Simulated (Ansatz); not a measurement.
Input file:

```
crystal:
  periodic: [false, false, false]
  atoms:
    - {symbol: F, position_ang: [0.191662, 2.940526, -1.788736]}
    - {symbol: C, position_ang: [-0.577096, 2.435065, -0.828901]}
    - {symbol: F, position_ang: [-0.296870, 3.071238, 0.306715]}
    - {symbol: F, position_ang: [-1.848650, 2.674101, -1.135922]}
    - {symbol: C, position_ang: [-0.345285, 0.917423, -0.722203]}
    - {symbol: C, position_ang: [0.101727, 0.389959, 0.484432]}
    - {symbol: C, position_ang: [0.332308, -0.970819, 0.655377]}
    - {symbol: C, position_ang: [0.825947, -1.474370, 2.023231]}
    - {symbol: F, position_ang: [-0.046727, -2.344572, 2.522516]}
    - {symbol: F, position_ang: [0.976893, -0.485930, 2.902426]}
    - {symbol: F, position_ang: [1.997955, -2.085805, 1.880550]}
    - {symbol: O, position_ang: [0.189210, -1.893172, -0.185391]}
    - {symbol: Zn, position_ang: [-0.419104, -1.616846, -2.010255]}
    - {symbol: Cl, position_ang: [-0.756785, -2.918682, -3.627758]}
    - {symbol: O, position_ang: [-0.599990, 0.305216, -1.789203]}
    - {symbol: H, position_ang: [0.274826, 1.056648, 1.313112]}
basis:
  gaussian: {orbitals: def2-TZVPP}
hamiltonian: {xc: pbe0, dispersion: d4}
output: {orbitals: {seedname: orbitals}}
```

Run with:

```sh
ansatz run in.yaml --threads 11 --pin off --events-out ev --progress --plain --max-ram 120832MiB --backend cuda --devices 0, --max-vram 75GiB
```

Geometry: PBE0-D4/def2-TZVP.

Computed with RKS PBE0-D4/def2-TZVPP (Ansatz).

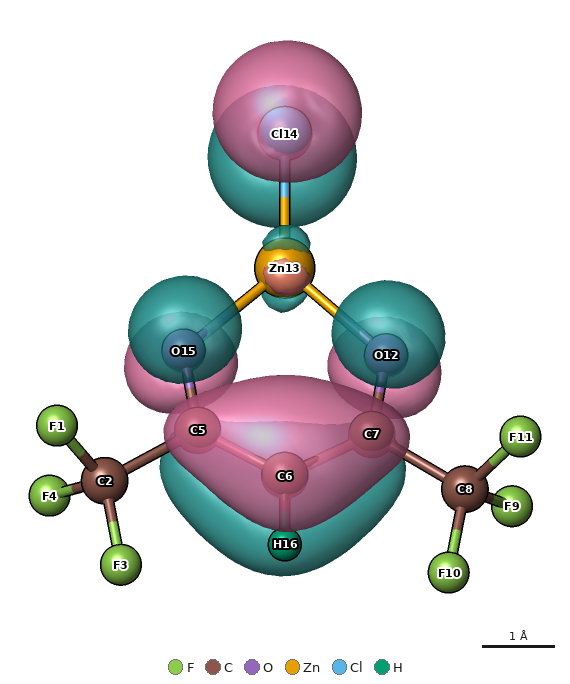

C₅HClF₆O₂Zn (SMILES FC(F)(F)C1=CC(C(F)(F)F)=[O+][Zn-]([Cl])[O]1). One frontier orbital at ±0.08 Å⁻³ᐟ² (teal and pink are the two phases), seen at a tilt.

> Which orbital is it: HOMO or LUMO?

The HOMO, at −8.61 eV. It lies mainly on C6 (about 30 %), Cl14 (about 20 %), O12 (about 15 %), O15 (about 15 %), C7 (about 10 %) and C5 (about 10 %).
